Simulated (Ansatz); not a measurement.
# Ca4Mg2SnW: relaxing a made-up structure, part 2 of 2

This structure for Ca4Mg2SnW is made up. Its elements were placed in a known structure type with a cell scaled to their sizes. What cell does the guess relax to, and how far off was it?

Ansatz 0.2.0; DFT, PBE, plane-wave PAW, files of the set soft_1, scalar-relativistic, no spin, cell and ions relaxed at zero pressure; PAW set soft_1 (the session's first sound run).

So far: Starting point; Relaxation of the guess. The relaxed cell has a, b, c = 5.212, 7.071, 11.669 Å (conventional setting).

**3. Electronic structure of the relaxed cell**

A second self-consistent run takes a narrower smearing and the mesh shown in its input; the bands follow along the standard path of the relaxed lattice.

This step: DFT, PBE, plane-wave PAW, files of the set soft_1, scalar-relativistic, no spin, bands and density of states at the relaxed cell; PAW set soft_1 (Ansatz 0.2.0).

Input file input.yaml:

```yaml
crystal:
  lattice:
    - [5.2122304085, 0.0, 0.0]
    - [0.0, 3.535565173, 5.8344401672]
    - [0.0, -3.535565173, 5.8344401672]
  atoms:
    - { symbol: W, position: [0.5, 0.6784148861, 0.6784148861] }
    - { symbol: Sn, position: [0.5, 0.1649752029, 0.1649752029] }
    - { symbol: Ca, position: [0.0, 0.3563090576, 0.838220002] }
    - { symbol: Ca, position: [0.0, 0.838220002, 0.3563090576] }
    - { symbol: Ca, position: [0.5, 0.1554119399, 0.6606519159] }
    - { symbol: Ca, position: [0.5, 0.6606519159, 0.1554119399] }
    - { symbol: Mg, position: [0.0, 0.818348538, 0.818348538] }
    - { symbol: Mg, position: [0.0, 0.3294684575, 0.3294684575] }
kpoints:
  mp_grid: { grid: [6, 6, 6] }
  band_path:
    path:
      - [[0.0, 0.0, 0.0], [0.0, 0.34180352, -0.34180352], [0.0, 0.0, -0.5], [-0.5, 0.0, -0.5], [-0.5, 0.34180352, -0.34180352], [-0.5, 0.0, 0.0], [0.0, 0.0, 0.0], [0.0, -0.5, -0.5], [0.0, -0.34180352, -0.65819648], [-0.5, -0.34180352, -0.65819648], [-0.5, -0.5, -0.5], [0.0, -0.5, -0.5]]
      - [[-0.5, 0.0, 0.0], [-0.5, -0.5, -0.5]]
    npoints: 6
scf:
  occupations: { method: fermi_dirac, width: 0.03 }
  n_extra_bands: 12
hamiltonian:
  xc: pbe
  pseudopotentials: { kind: paw, azcp: { folder: soft_1 } }
output:
  forces: true
  stress: true
  write_bands: true
  dos: { projected: true }
  write_density: true
  write_potential: true
  elf: true
  volumetric_format: npy
```

The run is started by

```
$ ansatz run input.yaml --threads 4 --pin off --max-ram 10240MiB --backend cpu --events-out ev --progress --plain --runs-dir out
```

Numbers of over 12 decimals in the logs are rounded to 6 here.

Log:

```text
[...]
Crystal: 8 atoms, lattice volume = 215.036 Å³
Basis set: ecut = 420 eV, 4237 PW (Γ), exchange–correlation on 72×96×96 points (8 copies of the dense FFT grid, shifted against one another)
Bands: 56, of which v1, the nominal top of the filled ones, is band 44 counted from 1 (43 counted from 0)
Symmetry: 4 space group operations
[...]
k-points: 52 of 216 (time reversal used)
[...]
SCF iter   1: F=—  HF=-27534.613390 eV  |F-HF|=—  |Δ(HF+E_count)|=         —  Δρ=9.98e-2  dr2=8.00e1  ethr=3.10e-3  ⟨swp⟩=11.9  Hψ=17447  notcnv=0
[...]
SCF iter  11: F=-27523.259204 eV  HF=-27523.259204 eV  |F-HF|=4.66e-8  |Δ(HF+E_count)|=   6.27e-8  Δρ=3.15e-6  dr2=5.37e-8  ethr=1.14e-10  ⟨swp⟩=20.6  Hψ=24608  notcnv=0
SCF 1 converged in 11 iterations: F = -27523.259204 eV  dr2 = 5.37e-8
[...]
NSCF: frozen V_eff on 74 k-points
SCF converged after 11 iterations
Free energy (F): -27523.259204 eV
[...]
Internal energy: -27523.236602 eV  (E = F + TS)
E sigma→0 (E₀):  -27523.247903 eV
Entropy (-TS):   -0.022602 eV (-2.825 meV/atom)
Fermi energy:    8.107002 eV
[...]
--- Forces (eV/Å), atoms counted from 1 ---
  atom   1  W      0.00000000     0.00000000    -0.01375207
  atom   2  Sn     0.00000000     0.00000000    -0.01304251
  atom   3  Ca     0.00000000    -0.00403304     0.00621352
  atom   4  Ca     0.00000000     0.00403304     0.00621352
  atom   5  Ca     0.00000000    -0.00919674     0.00636726
  atom   6  Ca     0.00000000     0.00919674     0.00636726
  atom   7  Mg     0.00000000     0.00000000     0.00372010
  atom   8  Mg     0.00000000     0.00000000    -0.00212129
  max |Σ_I F_I| component: 3.42e-5 eV/Å
--- Stress (GPa, compression-positive) ---
       -0.042100       0.000000       0.000000
        0.000000      -0.011831       0.000000
        0.000000       0.000000      -0.000717
  P = ⅓ Tr σ = -0.0182 GPa (-0.182 kbar)
--- Band table (eV; the first three rows and the last of 52) ---
  k-point 0: bands = [... 40 lower, 6.7910, 7.4422, 7.5937, 7.7866, 8.1214, 8.2981, 8.8320, 9.0043, ... 8 higher]
  k-point 1: bands = [... 40 lower, 7.2044, 7.5158, 7.5400, 7.9189, 8.1211, 8.5367, 8.7952, 9.0656, ... 8 higher]
  k-point 2: bands = [... 40 lower, 7.4699, 7.4881, 7.7899, 8.0846, 8.2210, 8.7210, 8.8313, 9.3007, ... 8 higher]
  k-point 51: bands = [... 40 lower, 6.6470, 7.9192, 8.0104, 8.0654, 8.1657, 8.5064, 8.5304, 8.5612, ... 8 higher]
```

Elapsed: 31 s, on 4 threads of Arm Neoverse V2, shared host; peak memory 0.96 GiB; 2 min of CPU time.

This step gave:

| Quantity | Value |
| --- | --- |
| free energy | -27523.2592 eV |
| energy at zero smearing | -27523.2479 eV |
| smearing term TS | 0.02260 eV |
| Fermi energy | 8.107 eV |
| pressure | -0.01822 GPa |

bands.tsv at the labelled points (eV, zero at the Fermi level; the bands that come nearest the Fermi level along the path):

```tsv
point	band 41	band 42	band 43	band 44	band 45	band 46	band 47	band 48
Γ	-1.32	-0.66	-0.51	-0.32	0.01	0.19	0.73	0.90
X	-0.63	-0.58	-0.09	-0.01	0.28	0.52	0.61	0.94
S	-0.64	-0.57	-0.11	0.05	0.16	0.58	0.74	1.33
R	-0.72	-0.71	-0.24	-0.17	0.02	0.23	1.09	1.55
A	-0.53	-0.21	-0.18	-0.16	0.10	0.22	0.77	1.19
Z	-0.88	-0.82	-0.77	-0.74	0.10	0.31	0.35	0.58
Γ	-1.32	-0.66	-0.51	-0.32	0.01	0.19	0.73	0.90
Y	-0.77	-0.45	-0.28	-0.10	0.21	0.35	0.49	0.62
X1	-0.63	-0.58	-0.09	-0.01	0.28	0.52	0.61	0.94
A1	-0.53	-0.21	-0.18	-0.16	0.10	0.22	0.77	1.19
T	-1.46	-0.19	-0.10	-0.04	0.06	0.40	0.42	0.45
Y	-0.77	-0.45	-0.28	-0.10	0.21	0.35	0.49	0.62
Z	-0.88	-0.82	-0.77	-0.74	0.10	0.31	0.35	0.58
T	-1.46	-0.19	-0.10	-0.04	0.06	0.40	0.42	0.45
```

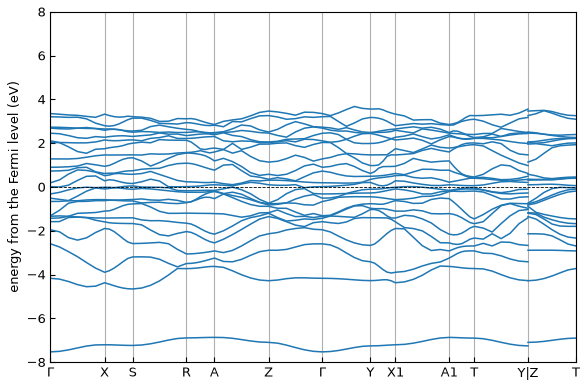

Bands along the path. 33 bands lie wholly below the window drawn.

Counts of states for the cell as run, both spins, by energy window (eV from the Fermi level):

```
from  to  total
  -8  -7   1.63
  -7  -6   0.37
  -6  -5   0.00
  -5  -4   1.49
  -4  -3   2.16
  -3  -2   3.16
  -2  -1   5.03
  -1   0   8.16
   0   1   6.82
   1   2   5.04
```

Below -8 eV lie 66.0 more states.

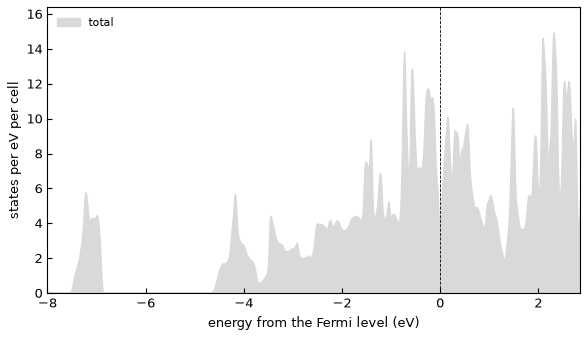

Total density of states, smoothed over about 0.04 eV.

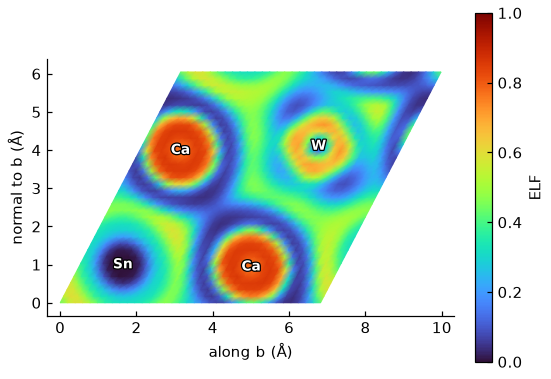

ELF in the bc plane of the cell as run, not the conventional one, at fractional x = 0.500, with atoms of W and Sn and Ca within 0.2 Å of it. It is the smooth field of the valence electrons, not physical close to the nuclei.

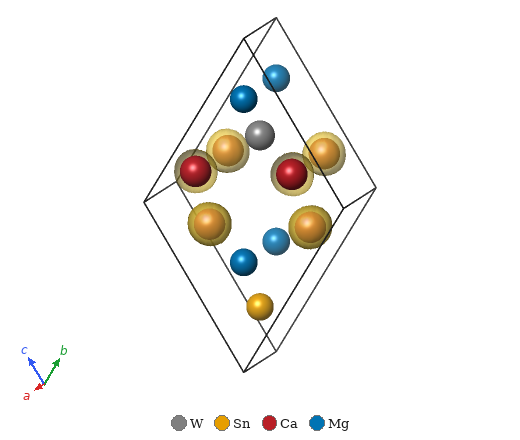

Surface of ELF = 0.78. Drawn on the cell as run, not the conventional one.

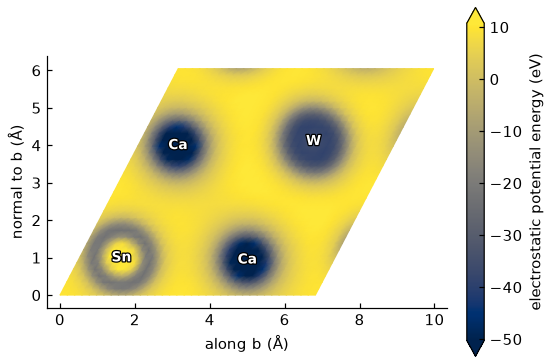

Electrostatic potential energy in the bc plane of the cell as run, not the conventional one, at fractional x = 0.500, with atoms of W and Sn and Ca within 0.2 Å of it. With pseudopotentials it is smooth inside the atoms' cores, unlike the true potential.

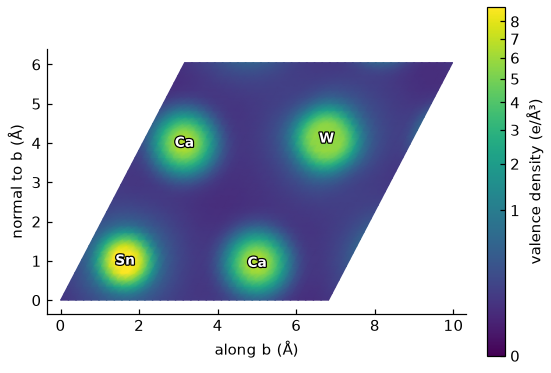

Valence density in the bc plane of the cell as run, not the conventional one, at fractional x = 0.500, with atoms of W and Sn and Ca within 0.2 Å of it. It is the smooth field of the valence electrons, not physical close to the nuclei. The colour scale is stretched toward low values.

**4. Outcome**

```yaml
space_group_relaxed: Amm2
conventional_cell: a = 5.212, b = 7.071, c = 11.669 Å; α = 90.0°, β = 90.0°, γ = 90.0°
volume_per_atom: 26.88 Å³ (guess 29.85)
```

**Reading.** Ca4Mg2SnW relaxes to Amm2 with a = 5.212, b = 7.071 and c = 11.669 Å. The guessed volume was 11 % too large. The space group Amm2 was held in the relaxation, so the end point is a stationary structure within it and may be a saddle against distortions or other arrangements. Bands cross the Fermi level, so it is a metal or semimetal at this level. On the 6×6×6 mesh with the narrower smearing (relaxed on 5×5×5) the largest force component is 0.014 eV/Å and the largest stress component is 0.042 GPa, within the relaxation's thresholds of 0.015 eV/Å and 0.05 GPa. The cutoff wasn't tested. A vector of the cell changed its length by 9 %, more than the volume shows. Spin-orbit coupling is left out, which can matter for elements this heavy. No dispersion term is used, so weakly bound directions may come out too long. The runs have no spin, and magnetism wasn't tested. Nothing here tests whether the compound is stable against decomposition.

[Logs are printed without paths, hosts, clocks, repeated set-up lines and the standing remarks that a program may print on its own settings, such as how far it seeks lower states.]

[Hosts, paths, dates, database ids (printed as entryN), source tags and the programs' standing remarks are cut or masked in the printed files.]
